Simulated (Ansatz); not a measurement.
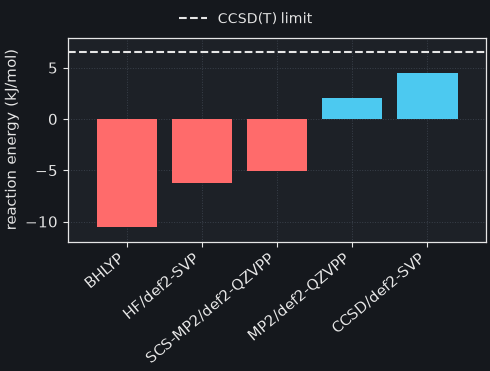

Electronic reaction energy of SnGeH₄ClF ([F][SnH]([Cl])[GeH3]) → SnClF ([F][Sn][Cl]) [singlet] + GeH₄ ([GeH4]) (SMILES in brackets) at several levels (functionals in def2-TZVPP unless a basis is named), isolated molecules at PBE0-D4 triple-zeta geometries, minima by their frequencies, no zero-point or thermal terms, the Ansatz code 0.2.0. The line is frozen-core CCSD(T) at the basis limit (MP2 extrapolated from triple and quadruple zeta, plus CCSD(T) less MP2 in a smaller set). The distance of HF/def2-SVP, SCS-MP2/def2-QZVPP, MP2/def2-QZVPP and CCSD/def2-SVP to the limit includes basis error. Core potentials past Kr.

### What do zero-point energy and temperature add?

Zero-point change −3.0 kJ/mol; at 298.15 K and 1 bar the CCSD(T) limit plus thermal terms gives an enthalpy of reaction of 3.9 and a free energy of −33.6 kJ/mol (harmonic PBE0-D4 modes, ideal gas).

### What range do the values span, the line included?

From −10.6 kJ/mol (BHLYP) to 6.6 kJ/mol (CCSD(T) limit).

Note: no scalar relativity up to krypton; outer-core shells are correlated without core-valence functions, which makes the correlated values less sure; spin-orbit coupling is left out, and with Sn it can shift these values.
